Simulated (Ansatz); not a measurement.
# wB97X/STO-3G run of [NO2]+ (SMILES O=[N+]=O)

What is the vertical singlet–triplet gap of [NO2]+ at wB97X/STO-3G? 

Program for the calculation: Ansatz 0.2.0.

12 further runs of the same task are left out: 10 that didn't finish, 2 set aside as unsound or not needed.

**1. The system as given**

[NO2]+: 3 atoms, total charge +1, spin state singlet. As SMILES, `O=[N+]=O`. The coordinates come from a PBE0-D4/def2-TZVP relaxation.

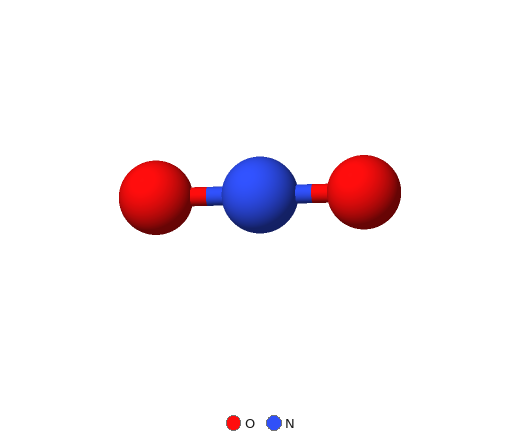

Viewed from a chosen angle; oxygen red, nitrogen blue.

**2. A single-point energy at wB97X/STO-3G**

File molecule.yaml:

```yaml
crystal:
  periodic: [false, false, false]
  atoms:
    - {symbol: O, position_ang: [-0.572980, 0.927020, -0.209580]}
    - {symbol: N, position_ang: [-0.000010, -0.000010, -0.000000]}
    - {symbol: O, position_ang: [0.572990, -0.927010, 0.209580]}
basis:
  gaussian:
    orbitals: STO-3G
total_charge: 1
hamiltonian:
  xc: {name: wB97X}
accuracy: high
```

Launch:

```console
ansatz run molecule.yaml --threads 1 --pin off --max-ram 3480MiB --events-out events.jsonl --progress --plain --runs-dir runs
```

Log:

```text
Warning: RAYON_NUM_THREADS=1 ignored (pool sized by the plan → 1); use --threads N
Functional definition: wB97X
  name "wB97X"
  parameter omega = 0.3/bohr
  parameter cx = 0.157706
  parameter cx1 = 0.726479
  parameter cx2 = 1.04760
  parameter cx3 = -5.70635
  parameter cx4 = 13.2794
  parameter css1 = -4.33879
  parameter css2 = 18.2308
  parameter css3 = -31.7430
  parameter css4 = 17.2901
  parameter cos1 = 2.37031
  parameter cos2 = -11.3995
  parameter cos3 = 6.58405
  parameter cos4 = -3.78132
  exchange = spin_sum(e_x_unif_sr(omega)*poly(b97_u_x, 1 - cx, cx1, cx2, cx3, cx4)) + cx*exact_x_sr(omega)
      + exact_x_lr(omega)
  correlation = spin_sum(e_c_pw_same_spin*poly(b97_u_same, 1, css1, css2, css3, css4))
      + integral(e_c_pw_opposite_spin*poly(b97_u_opposite, 1, cos1, cos2, cos3, cos4))
251 factors; integrals over basis functions are off by at most 3.2e-8 eV
109 factors; integrals over basis functions are off by at most 5.3e-10 eV
mean field evaluation 1: about -5489.6964 eV, gradient 3.8e1 eV
mean field evaluation 2: about -5490.5789 eV, gradient 3.5e1 eV
mean field evaluation 4: about -5493.1771 eV, gradient 9.7e-2 eV
mean field evaluation 8: about -5493.1466 eV, gradient 3.7e-3 eV
mean field evaluation 16: about -5493.1466 eV, gradient 3.2e-8 eV
mean field -5493.14656542 eV, -201.8694128909 hartree, gradient 3.2e-8 eV, S^2 0.000000; 0 other end points of the search recorded, 0 dependent functions left out
reference -5493.14656487 eV, -201.8694128706 hartree; 11, 11 occupied and 4, 4 virtual orbitals, 251 factors
Total energy: -5493.14656487 eV, -201.8694128706 hartree
```

Run time: 2.9 s. Hardware: 1 thread of Intel Xeon Platinum 8488C (Sapphire Rapids), shared host; peak memory 0.18 GiB.

**3. The triplet at the same level**

File job.yaml:

```yaml
crystal:
  periodic: [false, false, false]
  atoms:
    - {symbol: O, position_ang: [-0.572980, 0.927020, -0.209580]}
    - {symbol: N, position_ang: [-0.000010, -0.000010, -0.000000]}
    - {symbol: O, position_ang: [0.572990, -0.927010, 0.209580]}
basis:
  gaussian:
    orbitals: STO-3G
total_charge: 1
magnetization:
  spin_polarized: true
  initial_magnetization: 2
hamiltonian:
  xc: {name: wB97X}
accuracy: high
```

Launch:

```console
ansatz run job.yaml --threads 1 --pin off --max-ram 3480MiB --events-out events.jsonl --progress --plain --runs-dir runs
```

Log, shortened:

```text
Warning: RAYON_NUM_THREADS=1 ignored (pool sized by the plan → 1); use --threads N
[... 2 set-up lines as earlier in the session ...]
[...]
      + exact_x_lr(omega)
[...]
      + integral(e_c_pw_opposite_spin*poly(b97_u_opposite, 1, cos1, cos2, cos3, cos4))
251 factors; integrals over basis functions are off by at most 3.2e-8 eV
109 factors; integrals over basis functions are off by at most 5.3e-10 eV
[...]
mean field -5487.83554972 eV, -201.6742366636 hartree, gradient 1.6e-8 eV, S^2 2.001032; 6 other end points of the search recorded, 0 dependent functions left out
reference -5487.83554918 eV, -201.6742366440 hartree; 12, 10 occupied and 3, 5 virtual orbitals, 251 factors
Total energy: -5487.83554918 eV, -201.6742366440 hartree
```

Wall time 50 s (1 thread of Intel Xeon Platinum 8488C (Sapphire Rapids), shared host); peak memory 0.29 GiB.

**4. Summary of results**

Level: wB97X/STO-3G.

| quantity | value |
| --- | --- |
| singlet: total energy | -201.86941 Eh |
| triplet: total energy | -201.67424 Eh |
| triplet: ⟨S²⟩ | 2.001 |
| vertical energy of the triplet above the singlet | 5.311 eV |

**Reading.** At this shape the triplet lies 5.31 eV (122 kcal/mol) above the singlet. In a minimal basis such a difference can be off by several eV, whatever the method.
